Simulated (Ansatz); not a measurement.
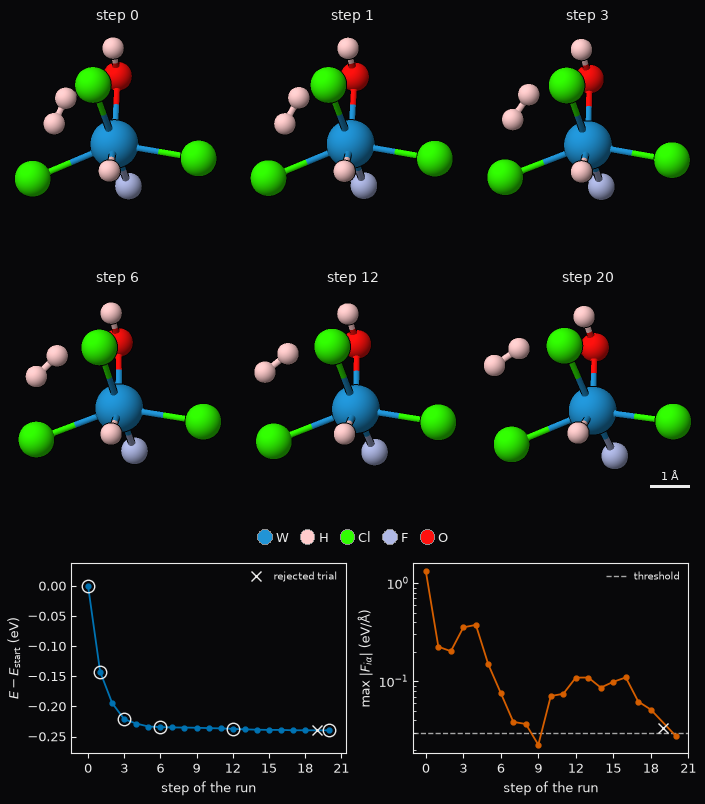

Frames of a relaxation of WH4OCl3F, marked on the history of the run. The picture is a ball-and-stick view, seen from a free direction.

The run prepares an end point of a later path (reaction) calculation, from a guessed geometry.

These are results of Ansatz, RKS PBE-D4/def2-SVP, not measurements.

Input
```yaml
crystal:
  periodic: [false, false, false]
  atoms:
    - { symbol: W, position_ang: [0.202413, 0.410406, -0.129909] }
    - { symbol: H, position_ang: [-0.128678, -0.430948, 2.657138] }
    - { symbol: Cl, position_ang: [2.485491, 0.101628, -0.953128] }
    - { symbol: Cl, position_ang: [-0.319926, 2.186973, -1.4729] }
    - { symbol: F, position_ang: [-1.507394, 0.636072, 0.639354] }
    - { symbol: Cl, position_ang: [-0.105074, -1.834725, 0.206212] }
    - { symbol: H, position_ang: [0.348835, -0.207939, -1.681612] }
    - { symbol: O, position_ang: [1.325547, 1.211421, 1.193576] }
    - { symbol: H, position_ang: [2.283831, 1.234242, 0.928108] }
    - { symbol: H, position_ang: [0.361453, 0.06907, 2.83156] }
basis:
  gaussian: { orbitals: def2-SVP }
hamiltonian:
  xc: pbe
  dispersion: d4
relax:
  f_tol: 0.03
  max_steps: 50
```

Launched with:
```bash
ansatz run input.yaml --threads 4 --pin off --max-ram 5120MiB --backend cpu --events-out ev --progress --plain --runs-dir out
```

What happens along the run?

After 19 accepted moves (20 points after the start) the energy has fallen by 0.240 eV. Largest force component: 1.3 eV/Å at the start, 0.028 eV/Å at the end. The line search rejected the trial step at point 19 of the run. The forces were under the threshold at step 9, but the run went on from there. The atom that moves furthest after the best rigid fit is H2 (0.98 Å). By element the largest moves are H 0.98 Å, F 0.54 Å, Cl 0.45 Å, O 0.30 Å, W 0.28 Å. Some distances before and after: W1–H2 2.930 → 4.014 Å, W1–H10 2.985 → 3.800 Å, H2–H10 0.722 → 0.768 Å, W1–O8 1.912 → 1.873 Å. Bond angles that change, for instance: Cl6–W1–O8 112.8° → 106.7°, Cl4–W1–O8 102.4° → 106.1°, Cl4–W1–Cl6 144.7° → 147.2°. The run took 54 s on 4 threads of Arm Neoverse V2 (shared host), peak memory 0.21 GiB. From step 0 to 1: H2 moves most (0.20 Å), energy −0.142 eV. From step 1 to 3: H2 moves most (0.39 Å), energy −0.079 eV. From step 3 to 6: H2 moves most (0.25 Å), energy −0.013 eV. From step 6 to 12: H2 moves most (0.21 Å), energy −0.003 eV. From step 12 to 20: H2 moves most (0.26 Å), energy −0.002 eV.

```json
{"step": "0", "E − E(0), eV": "0.0000", "largest force component, eV/Å": "1.3154", "note": ""}
{"step": "1", "E − E(0), eV": "-0.1424", "largest force component, eV/Å": "0.2250", "note": ""}
{"step": "2", "E − E(0), eV": "-0.1945", "largest force component, eV/Å": "0.2026", "note": ""}
{"step": "3", "E − E(0), eV": "-0.2214", "largest force component, eV/Å": "0.3542", "note": ""}
{"step": "4", "E − E(0), eV": "-0.2285", "largest force component, eV/Å": "0.3754", "note": ""}
{"step": "5", "E − E(0), eV": "-0.2334", "largest force component, eV/Å": "0.1484", "note": ""}
{"step": "6", "E − E(0), eV": "-0.2343", "largest force component, eV/Å": "0.0758", "note": ""}
{"step": "7", "E − E(0), eV": "-0.2350", "largest force component, eV/Å": "0.0386", "note": ""}
{"step": "8", "E − E(0), eV": "-0.2351", "largest force component, eV/Å": "0.0367", "note": ""}
{"step": "9", "E − E(0), eV": "-0.2355", "largest force component, eV/Å": "0.0226", "note": ""}
{"step": "10", "E − E(0), eV": "-0.2361", "largest force component, eV/Å": "0.0707", "note": ""}
{"step": "11", "E − E(0), eV": "-0.2365", "largest force component, eV/Å": "0.0746", "note": ""}
{"step": "12", "E − E(0), eV": "-0.2373", "largest force component, eV/Å": "0.1090", "note": ""}
{"step": "13", "E − E(0), eV": "-0.2381", "largest force component, eV/Å": "0.1092", "note": ""}
{"step": "14", "E − E(0), eV": "-0.2387", "largest force component, eV/Å": "0.0863", "note": ""}
{"step": "15", "E − E(0), eV": "-0.2390", "largest force component, eV/Å": "0.0988", "note": ""}
{"step": "16", "E − E(0), eV": "-0.2390", "largest force component, eV/Å": "0.1095", "note": ""}
{"step": "17", "E − E(0), eV": "-0.2397", "largest force component, eV/Å": "0.0622", "note": ""}
{"step": "18", "E − E(0), eV": "-0.2397", "largest force component, eV/Å": "0.0516", "note": ""}
{"step": "19", "E − E(0), eV": "-0.2396", "largest force component, eV/Å": "0.0336", "note": "rejected"}
{"step": "20", "E − E(0), eV": "-0.2398", "largest force component, eV/Å": "0.0278", "note": ""}
```

Limits of the set-up: the start holds two separate molecules, 2.2 Å apart at their closest, whose relative position is a soft coordinate.
